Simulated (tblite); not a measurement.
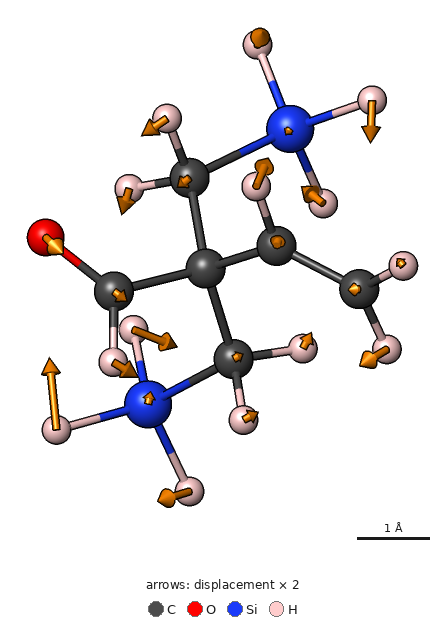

A relaxation of C$_{6}$H$_{14}$OSi$_{2}$. The starting structure is drawn; orange arrows show the displacements, 2 times their true length. The two geometries are superimposed by the best rigid fit.

A ball-and-stick model, seen from a free direction.

These are results of tblite, GFN2-xTB geometry optimisation, gas phase, not measurements. 

Q: What did the optimiser do to the structure, and how much energy did it gain?

A: Over 92 geometry steps the energy falls by 5.21 kcal/mol. An H atom moves most after the best rigid fit: 0.53 Å. Largest moves by element: H 0.53 Å, O 0.26 Å, C 0.13 Å, Si 0.10 Å. Near-neighbour distances that change, for instance: C–C 1.546 → 1.514 Å, C–C 1.558 → 1.527 Å, H–Si 1.491 → 1.465 Å, C–Si 1.876 → 1.901 Å. Bond angles that change, for instance: C–C–Si 119.6° → 115.0°, C–C–Si 118.7° → 114.6°, Si–C–H 105.5° → 109.4°.
